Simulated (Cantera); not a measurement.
Feed: 1 mol HMDSO, 0.33 mol O₃, 23 mol N₂, at 96.0 Pa.

These are equilibrium values from Cantera (NASA tables, ideal gas, pure condensed phases), not measurements of a reactor. Candidate condensed phases: C, C₆H₆, C₇H₈, C₈H₁₈, H₂O, Si, SiC, SiO₂, Si₂N₂O, Si₃N₄; 151 gas species. The feed counts by its element totals alone. N₂ is the only nitrogen source here; it is nearly inert below about 1500 K, so the nitride shown seldom forms there in practice. Kinetics and transport are ignored.

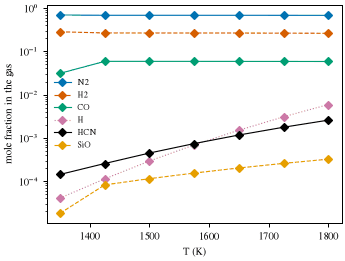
Figure. Equilibrium gas composition (values under 1e-9 drawn at 1e-9)

Problem. Read off the mole fractions at 1575 K.

Solution. N₂ about 0.68, H₂ about 0.26, CO about 0.058, HCN about 0.00074, H about 0.00069, SiO about 0.00015.
